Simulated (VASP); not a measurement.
Band structure of LuN (space group R3m). All values below come from PBE GGA, VASP's PBE PAW potentials (set 64) (plane waves; VASP).

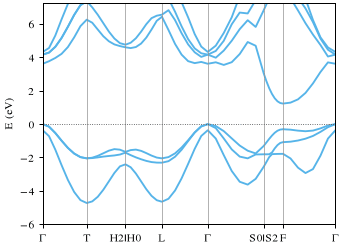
Figure: Bands along high-symmetry lines, zero at the valence-band maximum or, without a gap, the Fermi level

### Question
Read the plot: is there a gap, and where are the band edges?

### Answer
The gap is indirect, 1.23 eV, from the valence maximum at Γ to the conduction minimum at F.

The structure was generated: LuN was put into an ordered model structure, which need not be its known phase. The cell was not relaxed at this level.
